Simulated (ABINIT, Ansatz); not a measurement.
# A GW run on Sr2H6Os (Fm-3m) in ABINIT, with inputs changed

What do changed inputs do to GW on Sr2H6Os (Fm-3m)?

Program: ABINIT 10.8.3. Level of theory: PBEsol and many-body steps on it, plane waves. Results are calculated unless marked as measured.

### 1. The starting structure

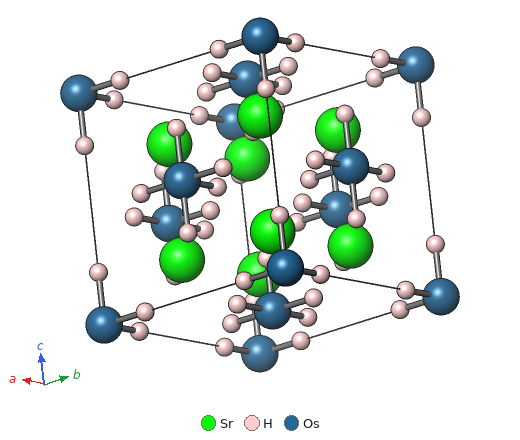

The cell as given, from a free direction (strontium green, hydrogen pink, osmium blue). This picture shows the conventional cell, with its axes. Some periodic images of atoms are drawn too.

The cell and positions are those that the Materials Project relaxed with its own functionals (PBE, PBE+U or r2SCAN), kept fixed. Spin-orbit coupling is left out unless a step names it.

### 2. Screening, 2×2×2 mesh, 94 bands, screening to 114.3 eV

This step: ABINIT 10.8.3; RPA screening on PBEsol, plane waves, norm-conserving pseudopotentials.

The RPA dielectric matrix is built and inverted for each q.

run.abi

```
acell 3*1.0 Angstrom
rprim 
  -0.000000000000 3.812277830000 3.812277830000
  3.812277830000 -0.000000000000 3.812277830000
  3.812277830000 3.812277830000 0.000000000000
ntypat 3
znucl 38 1 76
natom 9
typat 1 1 2 2 2 2 2 2 3
xred 
  0.750000000000 0.750000000000 0.750000000000
  0.250000000000 0.250000000000 0.250000000000
  0.773847590000 0.773847590000 0.226152410000
  0.226152410000 0.773847590000 0.226152410000
  0.773847590000 0.226152410000 0.226152410000
  0.226152410000 0.226152410000 0.773847590000
  0.773847590000 0.226152410000 0.773847590000
  0.226152410000 0.773847590000 0.773847590000
  0.000000000000 0.000000000000 0.000000000000
pp_dirpath "pseudos"
pseudos "Sr.upf, H.upf, Os.upf"
ecut 33
ngkpt 2 2 2
nshiftk 1
shiftk 0 0 0
kptopt 1
chksymbreak 0
istwfk *1
occopt 1
irdwfk 1
optdriver 3
nband 94
ecuteps 4.2
inclvkb 2
awtr 1
symchi 1
indata_prefix "in"
outdata_prefix "out"
tmpdata_prefix "tmp"
```

Started as:

```sh
OMP_NUM_THREADS=1 mpirun -n 4 abinit run.abi > log
```

What it wrote:

```text
.Version 10.8.3 of ABINIT. v10.8.2 released Aug 2026.

 Symmetries : space group Fm -3 m (#225); Bravais cF (face-center cubic)
[... echo of the input left out ...]
== DATASET  1 ==================================================================
-   mpi_nproc: 4, omp_nthreads: 1 (-1 if OMP is not activated)

--- !DatasetInfo
iteration_state: {dtset: 1, }
dimensions: {natom: 9, nkpt: 3, mband: 94, nsppol: 1, nspinor: 1, nspden: 1, mpw: 6855, }
cutoff_energies: {ecut:  33.0, pawecutdg:  -1.0, }
electrons: {nelect:   4.20000000E+01, charge:   0.00000000E+00, occopt:   1.00000000E+00, tsmear:   1.00000000E-02, }

 SCREENING: Calculation of the susceptibility and dielectric matrices

 Based on a program developped by R.W. Godby, V. Olevano, G. Onida, and L. Reining.
 Incorporated in ABINIT by V. Olevano, G.-M. Rignanese, and M. Torrent.
.Using double precision arithmetic ; gwpc =  8

[... cell and pseudopotentials left out ...]
--------------------------------------------------------------------------------

 ==== K-mesh for the wavefunctions ====
 Number of points in the irreducible wedge :     3
[... list of points left out ...]
 Together with 48 symmetry operations and time-reversal symmetry
 yields     8 points in the full Brillouin Zone.

 ==== Q-mesh for the screening function ====
 Number of points in the irreducible wedge :     3
[... list of points left out ...]
 Together with 48 symmetry operations and time-reversal symmetry
 yields     8 points in the full Brillouin Zone.

 setmesh: FFT mesh size selected  =    36x   36x   36
          total number of points  =        46656

 vcoul_init : cutoff-mode = AUXILIARY_FUNCTION
 q-points for optical limit:   1
     1)      0.000010    0.000020    0.000030

- screening: taking advantage of time-reversal symmetry
- Maximum band index for partially occupied states nbvw = 21
- Remaining bands to be divided among processors   nbcw = 73
- Number of bands treated by each node ~18

 Number of electrons calculated from density =   42.0000; Expected =   42.0000
 average of density, n =  0.056165
 r_s =    1.6199
 omega_plasma =   22.8607 [eV]

 calculating chi0 at frequencies [eV] :
  1    0.000000E+00    0.000000E+00
  2    0.000000E+00    2.286073E+01

--------------------------------------------------------------------------------
  q-point number  1        q = ( 0.000000, 0.000000, 0.000000) [r.l.u.]
--------------------------------------------------------------------------------
[... chi0 elements left out ...]
 For q-point:  0.000010 0.000020 0.000030
  dielectric constant =   4.3485
  dielectric constant without local fields =   5.3294

  Average fulfillment of the sum rule on Im[epsilon] for q-point    1 :     61.96  [%]
[... wings left out ...]
  q-point number  2        q = ( 0.500000, 0.000000, 0.000000) [r.l.u.]
--------------------------------------------------------------------------------
[... chi0 elements left out ...]
  Average fulfillment of the sum rule on Im[epsilon] for q-point    2 :     70.52  [%]

 [... 1 further q-points ...]
```

Run time: 12 s. Hardware: 4 MPI ranks of Arm Neoverse V2, shared host; peak memory 1.2 GiB; 48 s of CPU time.

This step gave:

```
ε∞ with local fields, on this mesh, along the program's q direction : 4.348
the same without local fields                                       : 5.329
plasma frequency                                                    : 22.86 eV
plane waves in the screening matrix                                 : 331
```

Local fields lower ε∞ by 18 %. On a Γ-centred mesh this coarse the value itself is usually too large, while a short band sum pulls it down.

### 3. Base

The self-energy is evaluated for the states that the input lists, and the levels follow from it, in one-shot runs by the linearised quasiparticle equation.

This step: G0W0 on PBEsol, plane waves, norm-conserving pseudopotentials.

Edit run.abi of step 2 so:

```diff
@@ -30,8 +30,17 @@
 irdwfk 1
-optdriver 3
+optdriver 4
 nband 94
+gwcalctyp 0
+ecutsigx 33
+symsigma 1
+nkptgw 2
+kptgw 
+  0.0000000000 0.0000000000 0.0000000000
+  0.5000000000 0.5000000000 0.0000000000
+bdgw 
+  19 24
+  20 23
 ecuteps 4.2
-inclvkb 2
-awtr 1
-symchi 1
+irdscr 1
+ppmodel 1
 indata_prefix "in"
```

What it wrote:

```text
.Version 10.8.3 of ABINIT. v10.8.2 released Aug 2026.

 Symmetries : space group Fm -3 m (#225); Bravais cF (face-center cubic)
[... echo of the input left out ...]
== DATASET  1 ==================================================================
-   mpi_nproc: 4, omp_nthreads: 1 (-1 if OMP is not activated)

--- !DatasetInfo
iteration_state: {dtset: 1, }
dimensions: {natom: 9, nkpt: 3, mband: 94, nsppol: 1, nspinor: 1, nspden: 1, mpw: 6855, }
cutoff_energies: {ecut:  33.0, pawecutdg:  -1.0, }
electrons: {nelect:   4.20000000E+01, charge:   0.00000000E+00, occopt:   1.00000000E+00, tsmear:   1.00000000E-02, }

 SIGMA: Calculation of the GW corrections

 Based on a program developped by R.W. Godby, V. Olevano, G. Onida, and L. Reining.
 Incorporated in ABINIT by V. Olevano, G.-M. Rignanese, and M. Torrent.
.Using double precision arithmetic ; gwpc =  8

[... cell and pseudopotentials left out ...]
--------------------------------------------------------------------------------

 ==== K-mesh for the wavefunctions ====
 Number of points in the irreducible wedge :     3
[... list of points left out ...]
 Together with 48 symmetry operations and time-reversal symmetry
 yields     8 points in the full Brillouin Zone.

 ==== Q-mesh for screening function ====
 Number of points in the irreducible wedge :     3
[... list of points left out ...]
 Together with 48 symmetry operations and time-reversal symmetry
 yields     8 points in the full Brillouin Zone.

 vcoul_init : cutoff-mode = AUXILIARY_FUNCTION
 q-points for optical limit:   1
     1)      0.000010    0.000020    0.000030
 setmesh: FFT mesh size selected  =    54x   54x   54
          total number of points  =       157464

 Number of electrons calculated from density =   42.0000; Expected =   42.0000
 average of density, n =  0.056165
 r_s =    1.6199
 omega_plasma =   22.8607 [eV]

 === KS Band Gaps ===
  >>>> For spin  1
   Minimum direct gap =   2.3825 [eV], located at k-point      :   0.5000  0.5000  0.0000
   Fundamental gap    =   2.3194 [eV], Top of valence bands at :   0.0000  0.0000  0.0000
                                       Bottom of conduction at :   0.5000  0.5000  0.0000
 SIGMA fundamental parameters:
 PLASMON POLE MODEL  1
 number of plane-waves for SigmaX                 6855
 number of plane-waves for SigmaC and W            331
 number of plane-waves for wavefunctions          6855
 number of bands                                    94
 number of independent spin polarizations            1
 number of spinorial components                      1
 number of k-points in IBZ                           3
 number of q-points in IBZ                           3
 number of symmetry operations                      48
 number of k-points in BZ                            8
 number of q-points in BZ                            8
 number of frequencies for dSigma/dE                 9
 frequency step for dSigma/dE [eV]                0.25
 number of omega for Sigma on real axis              0
 max omega for Sigma on real axis  [eV]           0.00
 zcut for avoiding poles [eV]                     0.10

 EPSILON^-1 parameters (SCR file):
 dimension of the eps^-1 matrix on file            331
 dimension of the eps^-1 matrix used               331
 number of plane-waves for wavefunctions          6855
 number of bands                                    94
 number of q-points in IBZ                           3
 number of frequencies                               2
 number of real frequencies                          1
 number of imag frequencies                          1

 matrix elements of self-energy operator (all in [eV])

 Perturbative Calculation

--- !SelfEnergy_ee
iteration_state: {dtset: 1, }
kpoint     : [   0.000,    0.000,    0.000, ]
spin       : 1
KS_gap     :    3.883
QP_gap     :    4.637
Delta_QP_KS:    0.754
data: !SigmaeeData |
     Band     E0 <VxcDFT>   SigX SigC(E0)      Z dSigC/dE  Sig(E)    E-E0       E
       19   5.036 -16.892 -19.628   3.157   0.797  -0.255 -16.556   0.336   5.372
       20   5.036 -16.892 -19.628   3.157   0.797  -0.255 -16.556   0.336   5.372
       21   5.036 -16.892 -19.628   3.157   0.797  -0.255 -16.556   0.336   5.372
       22   8.920  -8.754  -4.160  -3.305   0.845  -0.183  -7.665   1.090  10.009
       23   9.060 -12.841  -7.177  -3.506   0.828  -0.207 -11.053   1.787  10.848
       24   9.060 -12.841  -7.177  -3.506   0.828  -0.207 -11.053   1.787  10.848

--- !SelfEnergy_ee
iteration_state: {dtset: 1, }
kpoint     : [   0.500,    0.500,    0.000, ]
spin       : 1
KS_gap     :    2.382
QP_gap     :    3.501
Delta_QP_KS:    1.119
data: !SigmaeeData |
     Band     E0 <VxcDFT>   SigX SigC(E0)      Z dSigC/dE  Sig(E)    E-E0       E
       20   4.973 -16.775 -19.449   3.128   0.796  -0.256 -16.414   0.362   5.335
       21   4.973 -16.775 -19.449   3.128   0.796  -0.256 -16.414   0.362   5.335
       22   7.355 -12.473  -7.761  -2.936   0.834  -0.199 -10.992   1.481   8.836
       23   8.369  -9.944  -4.811  -3.451   0.842  -0.188  -8.528   1.416   9.784

== END DATASET(S) ==============================================================
================================================================================

 -outvars: echo values of variables after computation  --------
           etotal      0.0000000000E+00
            nband          94
             nkpt           3
          spgroup         225
 [... the other variables as echoed above ...]

 Calculation completed.
```

Wall time 7.1 s (4 MPI ranks); peak memory 1 GiB.

This step gave:

* G0W0 gap on the points computed: 3.464 eV
* starting gap on the mesh: 2.319 eV
* k of the valence top: 0, 0, 0
* k of the conduction bottom: 0.5, 0.5, 0
* Z at the valence top: 0.797
* Z at the conduction bottom: 0.834
* least direct G0W0 gap on the computed points: 3.501 eV

The gap on the mesh goes from 2.32 eV to 3.46 eV, a correction of +1.14 eV.

### 4. Smaller part of the screening matrix

Edit run.abi of step 3 so:

```diff
@@ -42,3 +42,3 @@
   20 23
-ecuteps 4.2
+ecuteps 2.1
 irdscr 1
```

What it wrote:

```text
.Version 10.8.3 of ABINIT. v10.8.2 released Aug 2026.

 Symmetries : space group Fm -3 m (#225); Bravais cF (face-center cubic)
[... echo of the input left out ...]
== DATASET  1 ==================================================================
-   mpi_nproc: 4, omp_nthreads: 1 (-1 if OMP is not activated)

--- !DatasetInfo
iteration_state: {dtset: 1, }
dimensions: {natom: 9, nkpt: 3, mband: 94, nsppol: 1, nspinor: 1, nspden: 1, mpw: 6855, }
cutoff_energies: {ecut:  33.0, pawecutdg:  -1.0, }
electrons: {nelect:   4.20000000E+01, charge:   0.00000000E+00, occopt:   1.00000000E+00, tsmear:   1.00000000E-02, }

 SIGMA: Calculation of the GW corrections

 Based on a program developped by R.W. Godby, V. Olevano, G. Onida, and L. Reining.
 Incorporated in ABINIT by V. Olevano, G.-M. Rignanese, and M. Torrent.
.Using double precision arithmetic ; gwpc =  8

[... cell and pseudopotentials left out ...]
--------------------------------------------------------------------------------

 ==== K-mesh for the wavefunctions ====
 Number of points in the irreducible wedge :     3
[... list of points left out ...]
 Together with 48 symmetry operations and time-reversal symmetry
 yields     8 points in the full Brillouin Zone.

 ==== Q-mesh for screening function ====
 Number of points in the irreducible wedge :     3
[... list of points left out ...]
 Together with 48 symmetry operations and time-reversal symmetry
 yields     8 points in the full Brillouin Zone.

 vcoul_init : cutoff-mode = AUXILIARY_FUNCTION
 q-points for optical limit:   1
     1)      0.000010    0.000020    0.000030
 setmesh: FFT mesh size selected  =    54x   54x   54
          total number of points  =       157464

 Number of electrons calculated from density =   42.0000; Expected =   42.0000
[...]
number of omega for Sigma on real axis              0
 max omega for Sigma on real axis  [eV]           0.00
 zcut for avoiding poles [eV]                     0.10

 EPSILON^-1 parameters (SCR file):
 dimension of the eps^-1 matrix on file            331
 dimension of the eps^-1 matrix used               113
 number of plane-waves for wavefunctions          6855
 number of bands                                    94
 number of q-points in IBZ                           3
 number of frequencies                               2
 number of real frequencies                          1
 number of imag frequencies                          1

 matrix elements of self-energy operator (all in [eV])

 Perturbative Calculation

--- !SelfEnergy_ee
iteration_state: {dtset: 1, }
kpoint     : [   0.000,    0.000,    0.000, ]
spin       : 1
KS_gap     :    3.883
QP_gap     :    4.630
Delta_QP_KS:    0.747
data: !SigmaeeData |
     Band     E0 <VxcDFT>   SigX SigC(E0)      Z dSigC/dE  Sig(E)    E-E0       E
       19   5.036 -16.892 -19.628   3.119   0.801  -0.249 -16.585   0.307   5.343
       20   5.036 -16.892 -19.628   3.119   0.801  -0.249 -16.585   0.307   5.343
       21   5.036 -16.892 -19.628   3.119   0.801  -0.249 -16.585   0.307   5.343
[...]
--- !SelfEnergy_ee
iteration_state: {dtset: 1, }
kpoint     : [   0.500,    0.500,    0.000, ]
spin       : 1
KS_gap     :    2.382
QP_gap     :    3.464
Delta_QP_KS:    1.082
data: !SigmaeeData |
     Band     E0 <VxcDFT>   SigX SigC(E0)      Z dSigC/dE  Sig(E)    E-E0       E
[...]
22   7.355 -12.473  -7.761  -3.023   0.836  -0.196 -11.061   1.412   8.768
       23   8.369  -9.944  -4.811  -3.508   0.842  -0.187  -8.576   1.368   9.737

== END DATASET(S) ==============================================================
================================================================================

 -outvars: echo values of variables after computation  --------
           etotal      0.0000000000E+00
            nband          94
             nkpt           3
          spgroup         225
 [... the other variables as echoed above ...]

 Calculation completed.
```

Run time: 4.1 s. Hardware: 4 MPI ranks; peak memory 0.95 GiB; 16 s of CPU time.

Numbers from this step:

| Quantity | Value |
| --- | --- |
| G0W0 gap on the points computed | 3.425 eV |
| starting gap on the mesh | 2.319 eV |
| k of the valence top | 0, 0, 0 |
| k of the conduction bottom | 0.5, 0.5, 0 |
| Z at the valence top | 0.801 |
| Z at the conduction bottom | 0.836 |
| least direct G0W0 gap on the computed points | 3.465 eV |

(Part 1 of 2 ends here.)

[Paths, hosts, dates, memory and timing lines, banners, echoed tables and standing remarks are left out of the program output.]

[Logs are printed without paths, hosts, clocks, repeated set-up lines and the standing remarks that a program may print on its own settings, such as how far it seeks lower states.]

[Runs of the session that timed out or met a known fault of the program may be left out.]

[Hosts, paths, dates, database ids (printed as entryN), source tags and the programs' standing remarks are cut or masked in the printed files.]

[G0W0 gaps are taken among the corrected bands and points alone; a level outside them can change the order at an edge.]

[Where Ansatz stands beside ABINIT at settings called matched, ABINIT's density can come from a denser mesh and the files from another edition; pairs whose starting gaps differed by over 0.03 eV were left out, so agreement reads better than it is.]
